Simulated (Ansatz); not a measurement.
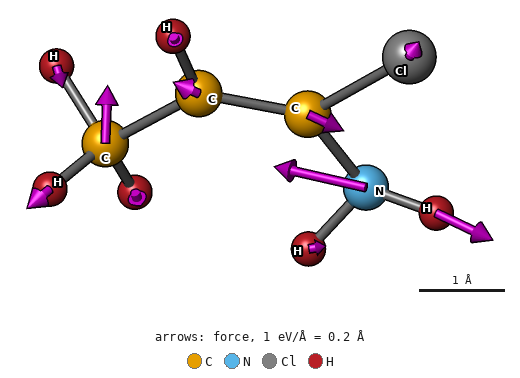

Starting geometry of C3H6ClN with the computed forces as purple arrows. The picture is a ball-and-stick view, seen from a free direction.

The run prepares an end point of a later path (hydrogen shift) calculation, from a guessed geometry.

Computed with RKS PBE/6-31G* in Ansatz. (no spin polarisation; force threshold 0.02 eV/Å; at most 50 steps)

> Is this structure relaxed? If not, where do the atoms go?

It isn't relaxed: the largest force vector, on the N atom, is 5.99 eV/Å. The final displacements have little in common with the starting forces (cosine between the two patterns 0.09). After 12 accepted moves (13 points after the start) the energy has fallen by 12.2 kcal/mol. The largest force component goes from 5.6 to 0.014 eV/Å. The line search rejected the trial step at point 6 of the run. An H atom moves most after the best rigid fit: 0.50 Å. By element the largest moves are H 0.50 Å, N 0.16 Å, Cl 0.16 Å, C 0.10 Å. Near-neighbour distances that change, for instance: H–N 0.945 → 1.023 Å, C–H 1.049 → 1.104 Å, C–H 1.159 → 1.108 Å, C–Cl 1.732 → 1.768 Å. Among the angles between lasting bonds that change: C–C–H 104.8° → 112.5°, H–N–H 117.5° → 111.1°, H–C–H 112.9° → 106.8°. Groups turn about C–C by about 20°. Cost: 11 s on 2 threads of AMD EPYC 9R45 96-Core Processor (Zen 5), with other jobs on the host, peak memory 0.21 GiB.
